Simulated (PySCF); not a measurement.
## Two runs on C₅H₅F₂N

System: C₅H₅F₂N, SMILES C#C[C@H](N=C)C(F)F.
Method of the first run: GIAO PBE0/pcSseg-1 NMR shielding, non-relativistic, gas phase (PySCF 2.14.0).

The geometry comes from this level: GFN2-xTB, NEB image 3 of 0 to 8. Text and figures count atoms from 1; the logs count them from 0 in places.

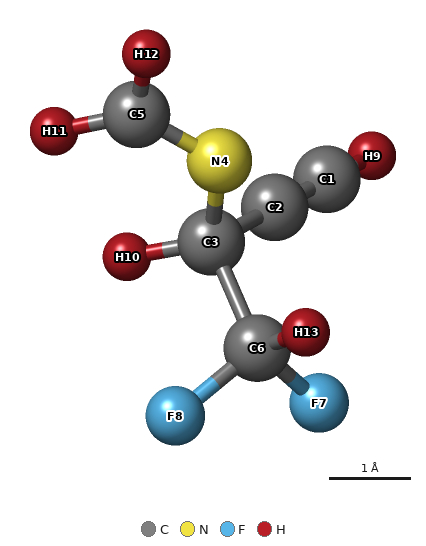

**Figure 1.** The input geometry (ball-and-stick view, seen at a tilt; atoms are numbered from 1 in the order of the input). Bond lengths as drawn: C–C 1.20 to 1.54 Å, C–F 1.35 to 1.36 Å, C–H 1.05 to 1.11 Å and C–N 1.25 to 1.44 Å.

**The input, the first run**
```
{"job": {"kind": "nmr", "xc": "PBE0", "basis": "pcSseg-1", "pop": false}, "charge": 0, "multiplicity": 1}
C     -2.428300     1.076100    -0.044300
C     -1.341300     0.592800     0.075300
C     -0.020100     0.001100     0.221200
N      0.799700     0.399700    -0.897400
C      1.858400     1.035800    -0.709700
C     -0.114200    -1.540600     0.189300
F     -1.352100    -1.996700     0.472500
F      0.702500    -2.075200     1.130100
H     -3.385500     1.496200    -0.129700
H      0.405200     0.303700     1.197500
H      2.246000     1.321600     0.273800
H      2.437700     1.320900    -1.575100
H      0.187500    -1.934600    -0.792800
```

The first line tells a small driver script what to run in PySCF; the rest is the geometry in Å.

Command:
```bash
OMP_NUM_THREADS=1 python <driver script> task.json out
```

Hardware: 1 CPU thread, shared host.

**Output (the first run)**
```
coarse grid: 11768 points
cycle   1  E = -447.1718879890  dE =  1.210e+00  |g| = 7.462e-01  |ddm| = 3.365e+00
cycle   2  E = -447.0840834698  dE =  8.780e-02  |g| = 1.065e+00  |ddm| = 1.438e+00
cycle   3  E = -447.2713622373  dE = -1.873e-01  |g| = 1.095e-01  |ddm| = 8.186e-01
cycle   4  E = -447.2726160880  dE = -1.254e-03  |g| = 8.208e-02  |ddm| = 1.369e-01
cycle   5  E = -447.2741610767  dE = -1.545e-03  |g| = 2.005e-02  |ddm| = 6.069e-02
cycle   6  E = -447.2742447888  dE = -8.371e-05  |g| = 5.862e-03  |ddm| = 1.807e-02
cycle   7  E = -447.2742513441  dE = -6.555e-06  |g| = 2.480e-03  |ddm| = 6.072e-03
final grid: 117104 points
cycle   8  E = -447.3357411575  dE = -4.574e-05  |g| = 6.180e-03  |ddm| = 4.831e-02
cycle   9  E = -447.3357360396  dE =  5.118e-06  |g| = 8.167e-03  |ddm| = 1.101e-02
cycle  10  E = -447.3357493267  dE = -1.329e-05  |g| = 1.767e-03  |ddm| = 5.951e-03
cycle  11  E = -447.3357499795  dE = -6.528e-07  |g| = 5.324e-04  |ddm| = 1.449e-03
cycle  12  E = -447.3357500355  dE = -5.600e-08  |g| = 2.090e-04  |ddm| = 4.806e-04
cycle  13  E = -447.3357500443  dE = -8.820e-09  |g| = 7.703e-05  |ddm| = 1.974e-04
cycle  14  E = -447.3357500455  dE = -1.155e-09  |g| = 1.055e-05  |ddm| = 5.952e-05
cycle  15  E = -447.3357500455  dE = -1.887e-11  |g| = 3.098e-06  |ddm| = 9.689e-06
converged SCF energy = -447.3357500455

GIAO shielding tensors (ppm)
atom      isotropic    diamagn.    paramagn.     s11        s22        s33       span
  0 C      102.253     256.292    -154.039     33.198     35.302    238.259    205.061
  1 C      105.443     262.962    -157.519      5.617     14.290    296.423    290.806
  2 C      114.611     242.644    -128.033    101.383    110.723    131.728     30.345
  3 N     -131.913     325.746    -457.659   -491.975   -145.678    241.915    733.890
  4 C       25.399     252.811    -227.413    -72.176     30.512    117.861    190.037
  5 C       62.616     238.013    -175.397     50.034     65.604     72.211     22.177
  6 F      300.459     469.956    -169.497    196.945    320.711    383.721    186.777
  7 F      306.157     470.762    -164.605    217.902    336.896    363.673    145.771
  8 H       29.699      33.462      -3.764     24.844     25.044     39.208     14.364
  9 H       27.543      29.694      -2.152     24.952     27.733     29.944      4.992
 10 H       23.981      29.615      -5.633     20.719     24.092     27.133      6.414
 11 H       24.246      28.248      -4.002     22.814     23.752     26.173      3.359
 12 H       25.682      27.246      -1.564     24.011     24.530     28.505      4.494
```

The input of the second run differs as follows (lines with − go, lines with + come):
```diff
-C     -2.428300     1.076100    -0.044300
-C     -1.341300     0.592800     0.075300
-C     -0.020100     0.001100     0.221200
-N      0.799700     0.399700    -0.897400
-C      1.858400     1.035800    -0.709700
-C     -0.114200    -1.540600     0.189300
-F     -1.352100    -1.996700     0.472500
-F      0.702500    -2.075200     1.130100
-H     -3.385500     1.496200    -0.129700
-H      0.405200     0.303700     1.197500
-H      2.246000     1.321600     0.273800
-H      2.437700     1.320900    -1.575100
-H      0.187500    -1.934600    -0.792800
+C     -2.434400     1.066700    -0.190800
+C     -1.360400     0.578000     0.002700
+C     -0.041600     0.004200     0.224200
+N      0.835800     0.395900    -0.851700
+C      1.885300     1.027700    -0.604700
+C     -0.143900    -1.528800     0.185400
+F     -1.053300    -1.980600     1.077200
+F      1.039300    -2.082800     0.542500
+H     -3.381000     1.490900    -0.346500
+H      0.330200     0.302200     1.223000
+H      2.213600     1.323900     0.397400
+H      2.518900     1.302300    -1.434500
+H     -0.412900    -1.899100    -0.813900
```

How does the second run compare with the first run?

With the same method and basis, the second run lies 3.3 kcal/mol lower. The dipole moment goes from 2.44 to 2.12 D. Of all shieldings, the largest change is that of F7, by +12.3 ppm. The number of SCF iterations is the same.

**Output (the second run)**
```
coarse grid: 11768 points
cycle   1  E = -447.1803912207  dE =  1.207e+00  |g| = 7.387e-01  |ddm| = 3.374e+00
cycle   2  E = -447.0987675823  dE =  8.162e-02  |g| = 1.044e+00  |ddm| = 1.440e+00
cycle   3  E = -447.2772823776  dE = -1.785e-01  |g| = 1.086e-01  |ddm| = 8.323e-01
cycle   4  E = -447.2785469588  dE = -1.265e-03  |g| = 8.021e-02  |ddm| = 1.366e-01
cycle   5  E = -447.2800232079  dE = -1.476e-03  |g| = 1.959e-02  |ddm| = 5.907e-02
cycle   6  E = -447.2801036735  dE = -8.047e-05  |g| = 5.749e-03  |ddm| = 1.796e-02
cycle   7  E = -447.2801100352  dE = -6.362e-06  |g| = 2.429e-03  |ddm| = 5.860e-03
final grid: 117104 points
cycle   8  E = -447.3410541490  dE = -4.288e-05  |g| = 6.319e-03  |ddm| = 4.051e-02
cycle   9  E = -447.3410489652  dE =  5.184e-06  |g| = 8.322e-03  |ddm| = 1.145e-02
cycle  10  E = -447.3410626713  dE = -1.371e-05  |g| = 1.810e-03  |ddm| = 6.443e-03
cycle  11  E = -447.3410633515  dE = -6.802e-07  |g| = 5.450e-04  |ddm| = 1.475e-03
cycle  12  E = -447.3410634122  dE = -6.071e-08  |g| = 1.971e-04  |ddm| = 4.760e-04
cycle  13  E = -447.3410634198  dE = -7.636e-09  |g| = 7.592e-05  |ddm| = 1.831e-04
cycle  14  E = -447.3410634210  dE = -1.133e-09  |g| = 1.041e-05  |ddm| = 5.981e-05
cycle  15  E = -447.3410634210  dE = -1.819e-11  |g| = 3.220e-06  |ddm| = 9.806e-06
converged SCF energy = -447.3410634210

GIAO shielding tensors (ppm)
atom      isotropic    diamagn.    paramagn.     s11        s22        s33       span
  0 C      103.740     256.029    -152.289     33.188     35.346    242.685    209.497
  1 C      104.311     263.717    -159.407      5.885     11.477    295.571    289.686
  2 C      116.559     241.679    -125.119    100.930    109.486    139.263     38.333
  3 N     -126.770     325.950    -452.720   -485.552   -141.882    247.124    732.677
  4 C       24.250     252.661    -228.411    -74.085     28.546    118.289    192.375
  5 C       64.594     239.399    -174.804     50.064     69.078     74.641     24.578
  6 F      312.737     470.330    -157.594    209.724    339.573    388.913    179.189
  7 F      308.352     471.565    -163.213    222.639    333.318    369.098    146.459
  8 H       29.784      33.406      -3.622     24.860     24.986     39.505     14.644
  9 H       27.740      29.507      -1.767     25.302     28.073     29.845      4.543
 10 H       23.876      29.637      -5.760     20.481     24.054     27.093      6.613
 11 H       24.212      28.278      -4.067     22.815     23.601     26.219      3.403
 12 H       25.493      27.196      -1.703     23.321     24.996     28.163      4.842
```

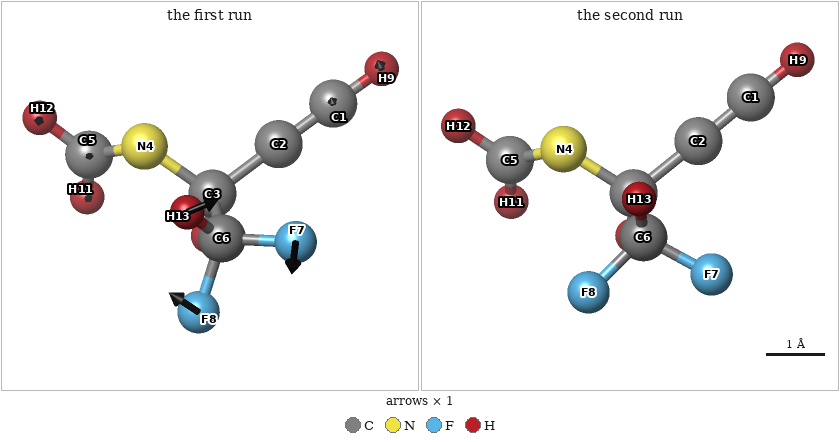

**Figure 2.** The two input geometries at one scale (ball-and-stick view, seen at a tilt). The black arrows on the first give the shifts of the atoms after the best rigid fit, at true length. The largest moves after the best rigid fit, 0.68 Å, are those of F atoms. By element the largest moves are F 0.68 Å, H 0.60 Å, C 0.14 Å, N 0.06 Å. Among the contacts that change: C–C 1.545 → 1.537 Å.

**The two runs side by side**

| quantity | the first run | the second run |
| --- | --- | --- |
| outcome | converged | converged |
| total energy (hartree) | −447.335750 | −447.341063 |
| HOMO (eV) | −7.91 | −7.91 |
| LUMO (eV) | −0.90 | −0.87 |
| dipole moment (D) | 2.44 | 2.12 |
| shielding of C1 (ppm) | 102.3 | 103.7 |
| shielding of C3 (ppm) | 114.6 | 116.6 |
| shielding of N4 (ppm) | −131.9 | −126.8 |
| shielding of C5 (ppm) | 25.4 | 24.2 |
| shielding of C6 (ppm) | 62.6 | 64.6 |
| shielding of F7 (ppm) | 300.5 | 312.7 |
| shielding of F8 (ppm) | 306.2 | 308.4 |
| SCF iterations | 15 | 15 |
| basis functions | 161 | 161 |
| wall time (shared host) | 47 s | 51 s |
